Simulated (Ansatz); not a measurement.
All values below come from PBE (plane waves to 420 eV, PAW; Ansatz, a first-principles code).

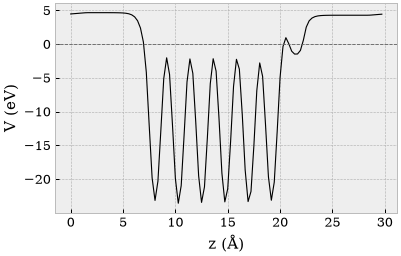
Figure. Planar average of the electrostatic potential across the slab, in eV from the Fermi level, for a constructed model of the (110) surface of bcc Mo, p(2x2) layer of Pb, one a cell, on the site that continues the host's stacking (bottom of the slab: a bare face, its two planes held)

Set-up: 25 atoms, 13.9 Å thick at the start with caps and adatoms (thin: gaps and levels are the slab's own); mesh 7x7x1; 0.1 eV smearing; dipole correction on; 8 atoms held, the rest relaxed; held to the start's symmetry, so lower structures may exist; no spin, no spin-orbit, no U. It is one candidate, not shown to be the stable structure of the face.

The vacuum level lies 4.28 eV above the Fermi level over the top face and 4.66 eV above it under the bottom face.
